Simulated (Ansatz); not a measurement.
# Pd-Ir-Pd stack of (111) layers: lattice stability ahead of a resistivity run

Question: is the lattice of Pd-Ir-Pd stack of (111) layers stable, and if so, what are its coupling constant and resistivity?

Program: Ansatz 0.2.0. Level of theory: DFT PBE, scalar-relativistic, plane waves, PAW; PAW set soft_1. Results are calculated unless marked as measured.

## 1. Starting point

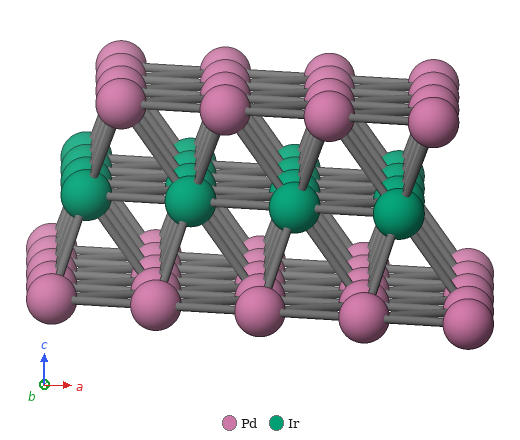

Start, viewed nearly edge on; palladium pink, iridium teal. 4×4×1 cells are drawn. Some periodic images of atoms are drawn too.

The cell holds 3 atoms: 2 Pd and 1 Ir. Its edges and angles: a = 2.715 Å, b = 2.715 Å, c = 15.434 Å, α = 90.0°, β = 90.0°, γ = 120.0°. Vacuum lies along c.

Coordinates:

```cif
data_structure
_symmetry_space_group_name_H-M 'P 1'
_symmetry_Int_Tables_number 1
_cell_length_a 2.7153
_cell_length_b 2.7153
_cell_length_c 15.4340
_cell_angle_alpha 90.000
_cell_angle_beta 90.000
_cell_angle_gamma 120.000
_cell_volume 98.55
loop_
_atom_site_label
_atom_site_type_symbol
_atom_site_fract_x
_atom_site_fract_y
_atom_site_fract_z
_atom_site_occupancy
Pd1 Pd 0.00000 0.00000 0.35635 1
Ir2 Ir 0.33333 0.66667 0.50000 1
Pd3 Pd 0.66667 0.33333 0.64365 1
```

## 2. Quick single point

One cheap point first: pressure, gap and cost.

Input file input.yaml:

```yaml
crystal:
  lattice:
    - [2.71529, 0.0, 0.0]
    - [-1.35765, 2.35151, 0.0]
    - [0.0, 0.0, 15.43405]
  atoms:
    - { symbol: Pd, position: [0.0, 0.0, 0.35635494] }
    - { symbol: Ir, position: [0.33333333, 0.66666667, 0.5] }
    - { symbol: Pd, position: [0.66666667, 0.33333333, 0.64364506] }
  periodic: [true, true, false]
kpoints:
  mp_grid: { grid: [9, 9, 1] }
hamiltonian:
  xc: pbe
  pseudopotentials: { kind: paw, azcp: { folder: soft_1 } }
scf:
  occupations: { method: gaussian, width: 0.1 }
output:
  forces: true
  stress: true
  eigenvalues: true
```

Started as:

```console
> ansatz run input.yaml --threads 4 --pin off --max-ram 12288MiB --backend cpu --events-out ev --progress --plain --runs-dir out
```

Numbers of over 12 decimals in the logs are rounded to 6 here.

Log:

```text
[the first part of the log is left out]
E sigma→0 (E₀):  -25881.251475 eV
Entropy (-TS):   -0.016898 eV (-5.633 meV/atom)
Fermi energy:    -5.083046 eV
--- Per-component energies (eV) ---
  E_band       = -1774.018838
  E_kinetic    = 1437.759569
  E_local      = -244232.415428  (includes V_loc(G=0)·N_el)
  E_nonlocal   = 932.110608
  E_hartree    = 120914.519031
  E_xc         = -506.084456
  E_vxc        = -605.324193  (∫ρ·V_xc dr)
  E_paw        = -16887.667519  (= ΣΔE_a)
  E_vpaw       = -1135.175128  (= ΣTr[D̂ρ^β])
  E_aug_tail   = 0.000803  (compensation charges beyond the density's cutoff)
  E_ewald      = 112460.534366
  E_smearing   = -0.016898  (= −TS)
  E_closure    = -0.000000  (closes the sum)
  Σ components = -25881.259924   (vs F -25881.259924, Δ=0.00e0)
--- Forces (eV/Å), atoms counted from 1 ---
  atom   1  Pd    -0.00000000     0.00000000    -0.31546870
  atom   2  Ir     0.00000000     0.00000000     0.00000000
  atom   3  Pd     0.00000000    -0.00000000     0.31546870
  max |Σ_I F_I| component: 0.00e0 eV/Å
--- 2D stress c σ (N/m, compression-positive) ---
        2.752804       0.000000       0.000000
        0.000000       2.752804       0.000000
        0.000000       0.000000       0.000000
  P = ½ c Tr σ = 2.7528 N/m
--- Band table (eV; the first three rows and the last of 12) ---
  k-point 0: bands = ["-97.6645", "-89.3182", "-89.3180", "-55.0632", "-54.9926", "-54.8875", "-54.8875", "-54.8862", "-54.8862", "-54.3351", "-54.2081", "-54.2081", "-14.0691", "-11.1900", "-10.7638", "-8.4492", "-8.4156", "-8.4156", "-8.1000", "-8.0298", "-8.0298", "-7.8492", "-7.8492", "-6.2766", "-6.2766", "-6.2012", "-6.2012", "-5.5453", "-4.8565", "-4.8565", "-4.2004", "-0.2025"]
  k-point 1: bands = ["-97.6594", "-89.3130", "-89.3129", "-55.0520", "-54.9893", "-54.9309", "-54.9301", "-54.8983", "-54.8967", "-54.3306", "-54.2773", "-54.2251", "-13.5965", "-10.8558", "-10.4096", "-8.8319", "-8.5317", "-8.4179", "-8.0641", "-7.9472", "-7.8927", "-7.8186", "-7.5799", "-6.9081", "-6.5729", "-6.4999", "-6.1112", "-5.5318", "-4.8402", "-4.6467", "-2.7357", "0.1192"]
  k-point 2: bands = ["-97.6465", "-89.3000", "-89.3000", "-55.0569", "-55.0386", "-55.0082", "-54.9824", "-54.9255", "-54.9232", "-54.4474", "-54.3205", "-54.2678", "-12.4594", "-10.3338", "-9.9252", "-9.3990", "-9.1045", "-8.3502", "-8.0454", "-7.6875", "-7.5344", "-7.4600", "-7.1458", "-6.9420", "-6.8500", "-6.5913", "-5.9382", "-5.3610", "-4.8313", "-3.3803", "-0.8418", "1.0614"]
  k-point 11: bands = ["-97.6153", "-89.2687", "-89.2687", "-55.1596", "-55.1452", "-55.1452", "-55.1423", "-54.9600", "-54.9600", "-54.6024", "-54.6024", "-54.2999", "-10.0158", "-10.0158", "-9.9219", "-9.4162", "-9.4162", "-8.3141", "-7.8648", "-7.8648", "-7.8421", "-7.8289", "-6.5898", "-6.5898", "-5.6078", "-5.6078", "-4.7897", "0.4922", "1.7843", "1.7843", "2.1878", "3.5437"]
```

Run time: 2.4 s. Hardware: 4 threads of Arm Neoverse V2, shared host; peak memory 0.53 GiB.

Numbers from this step:

```
metallic on mesh  : yes
gap on the k-mesh : 0 eV
```

## 3. Relaxation

The structure is brought to rest under this functional.

Changes to input.yaml since step 2:

```diff
@@ -11,3 +11,3 @@
 kpoints:
-  mp_grid: { grid: [9, 9, 1] }
+  mp_grid: { grid: [12, 12, 1] }
 hamiltonian:
@@ -21 +21,6 @@
   eigenvalues: true
+relax:
+  adjacent_minimum: "off"
+  f_tol: 0.005
+  max_steps: 80
+  cell: { stress_2d_tol: 0.02 }
```

Log:

```text
Warning: crystal.periodic: the lattice vector that does not repeat stood 0.000° off the slab's normal, 15.434 Å along it as the deck builds it. The run solves the slab on a vector along the normal, 32.668 Å long, with every atom where it was (on the deck's vector they left 11.00 Å outside them, and the widest stretch free of ions among them is 2.22 Å). A fractional position that the run reports is one of the run's ce [...]
crystal.periodic: the lattice vector that does not repeat stood 0.000° off the slab's normal, 15.434 Å along it as the deck builds it. The run solves the slab on a vector along the normal, 32.668 Å long, with every atom where it was (on the deck's vector they left 11.00 Å outside them, and the widest stretch free of ions among them is 2.22 Å). A fractional position that the run reports is one of the run's cell, which [...]
[...]
Crystal: 3 atoms, lattice volume = 208.587 Å³
Basis set: ecut = 420 eV, 4099 PW (Γ), exchange–correlation on 40×40×450 points (8 copies of the dense FFT grid, shifted against one another)
Bands: 32, of which v1, the nominal top of the filled ones, is band 27 counted from 1 (26 counted from 0)
Symmetry: 12 space group operations
[...]
k-points: 19 of 144
[...]
SCF iter   1: F=—  HF=-25888.302518 eV  |F-HF|=—  |Δ(HF+E_count)|=         —  Δρ=1.22e-1  dr2=8.25e1  ethr=3.10e-3  ⟨swp⟩=16.4  Hψ=5045  notcnv=0
[...]
SCF iter  13: F=-25881.246749 eV  HF=-25881.246749 eV  |F-HF|=2.39e-9  |Δ(HF+E_count)|=  4.51e-10  Δρ=5.39e-7  dr2=6.40e-10  ethr=1.84e-11  ⟨swp⟩=4.4  Hψ=2394  notcnv=0
SCF 1 converged in 13 iterations: F = -25881.246749 eV  dr2 = 6.40e-10
[...]
relax step   1: F+E_penalty+E_count = -25881.24674887 eV  Δ(F+E_penalty+E_count) = +0.000e0 eV  max|allowed force component| = 3.153e-1 eV/Å  Δτ_max = 0.0000 Å  P = +2.745 N/m  Ω = 208.587 Å³  fix = [c, alpha, beta]  reactions: c +0.000 N/m  (13 SCF iters, dr2 threshold 1.00e-7 eV, accepted)
Crystal: 3 atoms, lattice volume = 211.801 Å³
Basis set: ecut = 420 eV, 4159 PW (Γ), exchange–correlation on 40×40×450 points (8 copies of the dense FFT grid, shifted against one another)
[...]
iter 1 solved again at ethr=1.74e-4 eV; its pass at ethr=3.10e-3 eV (dr2=9.22e-2 eV) is discarded
[...]
SCF iter   7: F=-25881.250067 eV  HF=-25881.250067 eV  |F-HF|=3.30e-8  |Δ(HF+E_count)|=   3.69e-7  Δρ=6.29e-6  dr2=9.04e-8  ethr=5.66e-10  ⟨swp⟩=15.2  Hψ=3970  notcnv=0
SCF 2 converged in 7 iterations: F = -25881.250067 eV  dr2 = 9.04e-8
relax step   2: F+E_penalty+E_count = -25881.25006728 eV  Δ(F+E_penalty+E_count) = -3.318e-3 eV  max|allowed force component| = 2.253e-1 eV/Å  Δτ_max = 0.0656 Å  P = -2.769 N/m  Ω = 211.801 Å³  energy of the carried Pulay correction = -3.222e-4 eV  fix = [c, alpha, beta]  reactions: c -0.000 N/m  (7 SCF iters, dr2 threshold 3.00e-7 eV, accepted)
Crystal: 3 atoms, lattice volume = 210.044 Å³
[...]
SCF iter   7: F=-25881.261667 eV  HF=-25881.261667 eV  |F-HF|=1.51e-8  |Δ(HF+E_count)|=   1.82e-7  Δρ=5.19e-6  dr2=7.40e-8  ethr=5.66e-10  ⟨swp⟩=11.6  Hψ=4398  notcnv=0
SCF 3 converged in 7 iterations: F = -25881.261667 eV  dr2 = 7.40e-8
relax step   3: F+E_penalty+E_count = -25881.26166723 eV  Δ(F+E_penalty+E_count) = -1.160e-2 eV  max|allowed force component| = 1.046e-2 eV/Å  Δτ_max = 0.0260 Å  P = -0.275 N/m  Ω = 210.044 Å³  energy of the carried Pulay correction = -1.467e-4 eV  fix = [c, alpha, beta]  reactions: c -0.000 N/m  (7 SCF iters, dr2 threshold 3.00e-7 eV, accepted)
[...]
relax step   4: F+E_penalty+E_count = -25881.26175945 eV  Δ(F+E_penalty+E_count) = -9.222e-5 eV  max|allowed force component| = 4.213e-3 eV/Å  Δτ_max = 0.0011 Å  P = -0.044 N/m  Ω = 209.835 Å³  energy of the carried Pulay correction = -1.257e-4 eV  fix = [c, alpha, beta]  reactions: c -0.000 N/m  (5 SCF iters, dr2 threshold 9.11e-8 eV, accepted)
[...]
relax step   5: F+E_penalty+E_count = -25881.26177917 eV  Δ(F+E_penalty+E_count) = -1.972e-5 eV  max|allowed force component| = 3.748e-4 eV/Å  Δτ_max = 0.0012 Å  P = -0.003 N/m  Ω = 209.737 Å³  energy of the carried Pulay correction = -1.159e-4 eV  fix = [c, alpha, beta]  reactions: c -0.000 N/m  (7 SCF iters, dr2 threshold 2.33e-9 eV, accepted)
[...]
SCF iter   1: F=—  HF=-25881.261635 eV  |F-HF|=—  |Δ(HF+E_count)|=         —  Δρ=2.46e-5  dr2=4.92e-8  ethr=6.16e-7  ⟨swp⟩=5.7  Hψ=7577  notcnv=0
eigensolver tolerance schedule: the retry pair's looser diagonalisation over-reported the residual by 6645.08 of it (diagonalisation noise at an unbounded share of the residual, at the tolerance the schedule requests for it); recorded, not acted on — ethr = c·dr2/N_el stays at c = 1.0e-1
[...]
SCF iter   2: F=—  HF=-25881.261877 eV  |F-HF|=—  |Δ(HF+E_count)|=   2.42e-4  Δρ=3.19e-6  dr2=2.93e-8  ethr=9.27e-11  ⟨swp⟩=6.9  Hψ=2779  notcnv=0
[...]
SCF iter   7: F=-25881.261877 eV  HF=-25881.261877 eV  |F-HF|=3.95e-9  |Δ(HF+E_count)|=  2.36e-10  Δρ=2.37e-8  dr2=1.13e-12  ethr=1.00e-12  ⟨swp⟩=14.8  Hψ=4972  notcnv=0
SCF 6 converged in 7 iterations: F = -25881.261877 eV  dr2 = 1.13e-12
relax step   6: F+E_penalty+E_count = -25881.26187702 eV  Δ(F+E_penalty+E_count) = -9.785e-5 eV  max|allowed force component| = 3.497e-4 eV/Å  Δτ_max = 0.0000 Å  P = -0.008 N/m  Ω = 209.737 Å³  fix = [c, alpha, beta]  reactions: c -0.000 N/m  stress off target by 7.90e-3 N/m on what of the cell is left free  SCF on the basis re-selected at this cell (its energy is not comparable with the rows above)  (7 SCF iters)
basis re-selected at this cell: Δ(F+E_penalty+E_count) = -9.785e-5 eV, ΔP = -0.004 N/m vs the last step (what re-selecting the basis moved, of the pressure what is left beyond the Pulay correction that the steps carried, after the strain that the cell walked since its last selection, with what the two solves' SCF thresholds leave and, on support functions, any second-order correction that the steps lacked; it is no m [...]
SCF converged after 7 iterations
Free energy (F): -25881.261877 eV
[...]
Internal energy: -25881.241695 eV  (E = F + TS)
E sigma→0 (E₀):  -25881.251786 eV
Entropy (-TS):   -0.020182 eV (-6.727 meV/atom)
Fermi energy:    -5.108309 eV
[...]
--- Forces (eV/Å), atoms counted from 1 ---
  atom   1  Pd     0.00000000     0.00000000    -0.00034967
  atom   2  Ir     0.00000000    -0.00000000     0.00000000
  atom   3  Pd    -0.00000000    -0.00000000     0.00034967
  max |Σ_I F_I| component: 4.63e-18 eV/Å
--- 2D stress c σ (N/m, compression-positive) ---
       -0.007898      -0.000000      -0.000000
       -0.000000      -0.007898       0.000000
       -0.000000       0.000000      -0.000000
  P = ½ c Tr σ = -0.0079 N/m
--- Band table (eV; the first three rows and the last of 19) ---
  k-point 0: bands = [... 23 lower, -6.2438, -6.2438, -6.1602, -6.1602, -5.5400, -4.8931, -4.8931, -4.2256, ... 1 higher]
  k-point 1: bands = [... 23 lower, -6.6683, -6.4038, -6.3843, -6.1058, -5.4411, -4.9449, -4.8866, -3.2486, ... 1 higher]
  k-point 2: bands = [... 23 lower, -7.1703, -6.8652, -6.5612, -6.0612, -5.5324, -4.8813, -4.0754, -1.8681, ... 1 higher]
  k-point 18: bands = [... 23 lower, -6.6167, -5.6362, -5.6362, -4.8534, 0.4525, 1.7423, 1.7423, 2.1143, ... 1 higher]
--- Relaxed structure (5 steps of the walk, 5 accepted, 1 SCFs on fresh bases) ---
  F+E_penalty+E_count = -25881.26187702 eV   max|allowed force component| = 3.497e-4 eV/Å   (the final SCF, on the basis selected at the relaxed cell)
  cell:  # Å, volume = 209.7368 Å³
    - [2.722765, 2.894697999377176e-6, 0]
    - [-1.361385, 2.357982, 0]
    - [0, 0, 32.668100153172]
  atoms:
    - { symbol: Pd, position: [-1.0809526415422553e-18, 0, 0.167146] }
    - { symbol: Ir, position: [0.333333, 0.666667, 0.236225] }
    - { symbol: Pd, position: [0.666667, 0.333333, 0.305304] }
```

Wall time 14 s (4 threads); peak memory 0.58 GiB.

Step by step:

```
step  energy less that of the first step (eV)  largest force component (eV/Å)  volume (Å³)
   1                                   0.0000                          0.3153       208.59
   2                                  -0.0033                          0.2253       211.80
   3                                  -0.0149                          0.0105       210.04
   4                                  -0.0150                          0.0042       209.83
   5                                  -0.0150                          0.0004       209.74
  6*                                  -0.0151                          0.0003       209.74
```

Relaxation steps marked * repeat the geometry before them on a plane-wave basis chosen anew for their cell, so energy and pressure can jump there.

The run keeps the 12 symmetry operations that it works with, so distortions that break them were not tested.

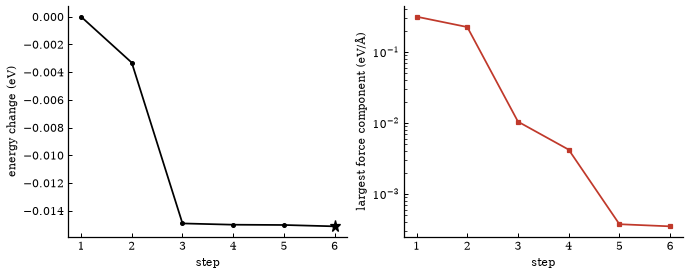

Energy and largest force along the relaxation. Stars mark steps on a basis chosen anew.

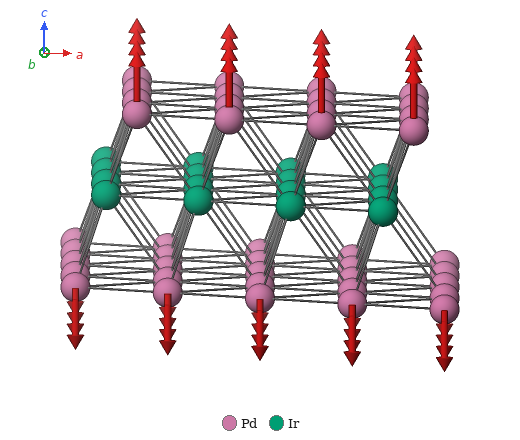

Displacements in the relaxation, exaggerated, measured against the changing cell; the longest in the cell stands for 0.04 Å. 4×4×1 cells are drawn. Some periodic images of atoms are drawn too.

| cell as run | before | after | change |
| --- | --- | --- | --- |
| a (Å) | 2.715 | 2.723 | +0.3 % |
| b (Å) | 2.715 | 2.723 | +0.3 % |

The atoms that moved most (Å, along periodic axes as changes of fractional coordinates times the final cell, across vacuum about the mean position):

```csv
atom,dx,dy,dz,length
Pd3,0.000,0.000,0.040,0.040
Pd1,0.000,0.000,-0.040,0.040
```

The relaxed structure:

```xyz
3
Lattice="2.7228 0.0000 0.0000 -1.3614 2.3580 0.0000 0.0000 0.0000 32.6681" Properties=species:S:1:pos:R:3
Pd    0.0000    0.0000    5.4603
Ir    0.0000    1.5720    7.7170
Pd    1.3614    0.7860    9.9737
```

The relaxation ends with a largest force component of 3.5e-4 eV/Å.

## 4. Relaxing tightly for phonons

Phonons are second derivatives about the minimum, so the remaining forces must be small: the thresholds are tightened.

input.yaml, the sections that differ from step 3:

```yaml
crystal:
  lattice:
    - [2.7227645856, 2.8947e-06, 0.0]
    - [-1.3613847997, 2.3579818523, 0.0]
    - [0.0, 0.0, 32.6681001532]
  atoms:
    - { symbol: Pd, position: [0.0, 0.0, 0.1671460658] }
    - { symbol: Ir, position: [0.3333333333, 0.6666666667, 0.2362250931] }
    - { symbol: Pd, position: [0.6666666667, 0.3333333333, 0.3053041204] }
  periodic: [true, true, false]
scf:
  occupations: { method: methfessel_paxton, width: 0.2 }
relax:
  adjacent_minimum: "off"
  f_tol: 0.001
  max_steps: 60
  cell: { stress_2d_tol: 0.002 }
# kpoints, hamiltonian, output: as in step 3
```

Log:

```text
[the first part of the log is left out]
  E_vxc        = -604.397708  (∫ρ·V_xc dr)
  E_paw        = -16887.561194  (= ΣΔE_a)
  E_vpaw       = -1135.046684  (= ΣTr[D̂ρ^β])
  E_aug_tail   = 0.000823  (compensation charges beyond the density's cutoff)
  E_ewald      = 111117.889648
  E_smearing   = 0.007451  (= −TS)
  E_closure    = -0.000000  (closes the sum)
  Σ components = -25881.246786   (vs F -25881.246786, Δ=0.00e0)
--- Forces (eV/Å), atoms counted from 1 ---
  atom   1  Pd     0.00000000     0.00000000     0.00005702
[...]
0.000000       0.000704      -0.000000
       -0.000000      -0.000000       0.000000
  P = ½ c Tr σ = 0.0007 N/m
--- Band table (eV; the first three rows and the last of 19) ---
[...]
--- Relaxed structure (4 steps of the walk, 4 accepted, 1 SCFs on fresh bases) ---
[...]
cell:  # Å, volume = 209.7783 Å³
    - [2.723034, 2.8949956106760667e-6, 0]
    - [-1.361519, 2.358215, 0]
    - [0, 0, 32.6681001532]
  atoms:
    - { symbol: Pd, position: [0, 0, 0.167194] }
    - { symbol: Ir, position: [0.333333, 0.666667, 0.2362250931] }
    - { symbol: Pd, position: [0.666667, 0.333333, 0.305256] }
```

The job ended after 11 s (4 threads; peak memory 0.58 GiB; 40 s of CPU time).

Little changed from the start: no atom moved by 0.005 Å and no cell edge by 0.1 %.

(Part 1 of 2 ends here.)

[Logs are printed without paths, hosts, clocks, repeated set-up lines and the standing remarks that a program may print on its own settings, such as how far it seeks lower states.]

[Hosts, paths, dates, database ids (printed as entryN), source tags and the programs' standing remarks are cut or masked in the printed files.]
